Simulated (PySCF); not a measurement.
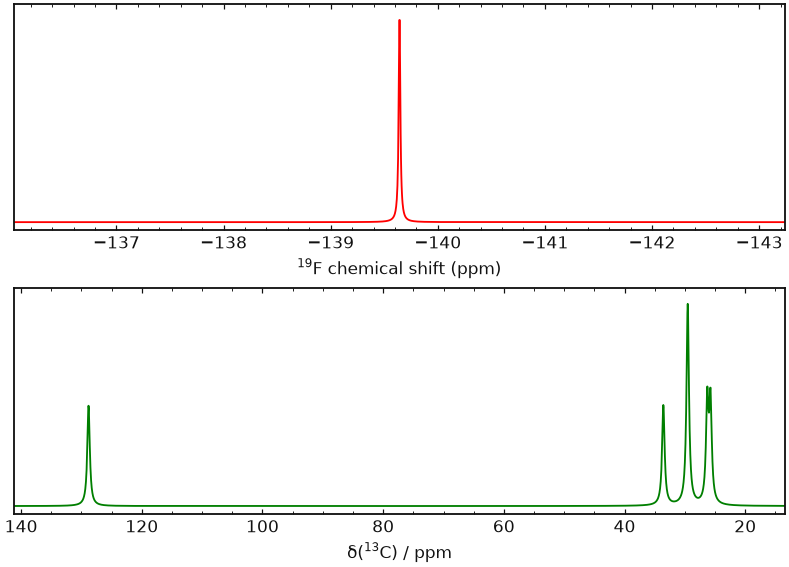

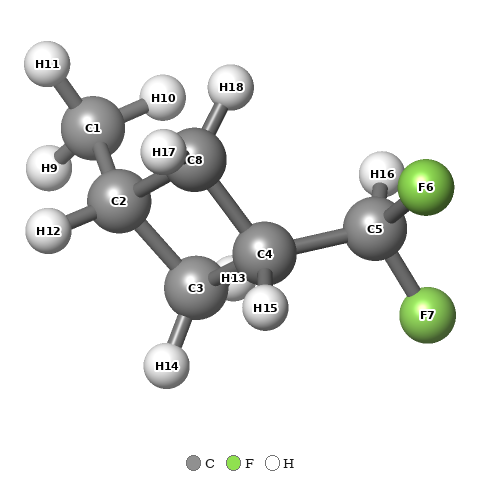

Spectrum and numbered structure of C₆H₁₀F₂, SMILES C[C@H]1C[C@@H](C(F)F)C1. GIAO shifts, PBE0/pcSseg-1, PySCF, at a GFN2-xTB geometry (no frequency check), against CFCl₃ for ¹⁹F and TMS for ¹³C computed at the same level (¹⁹F: this reference is a hard case for the method, so all values can be off together by tens of ppm, and differences between signals are safer). Gas phase, fully decoupled, line heights follow the number of nuclei, widths are arbitrary (no quadrupolar broadening); values of one conformer, averaged over methyl-type rotors and exact or near symmetry; other conformers aren't averaged in.

Where does the ¹⁹F line lie?

Answer. At −139.6 ppm (F6 and F7).

Which atoms give which ¹³C line?

Answer.
| δ (ppm) | nuclei | atoms |
| --- | --- | --- |
| 128.8 | 1 | C5 |
| 33.6 | 1 | C4 |
| 29.5 | 2 | C3, C8 |
| 26.3 | 1 | C2 |
| 25.8 | 1 | C1 |

The order of signals that lie close, as those under 2 ppm apart, is within the error of the method.

Note: the tight-binding geometry is rougher than a DFT one and adds to the error.
